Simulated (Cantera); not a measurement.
A closed system holds: 1 mol Si, 3.4 mol SF6, held at 26000 Pa.

These are equilibrium values from Cantera (NASA tables, ideal gas, pure condensed phases), not measurements of a reactor. Candidate condensed phases: S, Si; 21 gas species. The tables' values for SF3, SF5 are old estimates; treat these amounts as uncertain. Kinetics and transport are ignored.

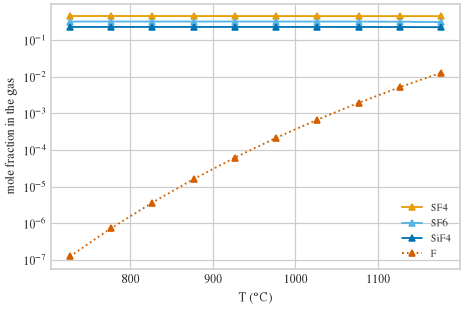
*Equilibrium gas composition (values under 1e-9 drawn at 1e-9)*

Task: Read off the mole fractions at 777 °C.

Result: SF4 about 0.45, SF6 about 0.32, SiF4 about 0.23, F about 7.3e-7.
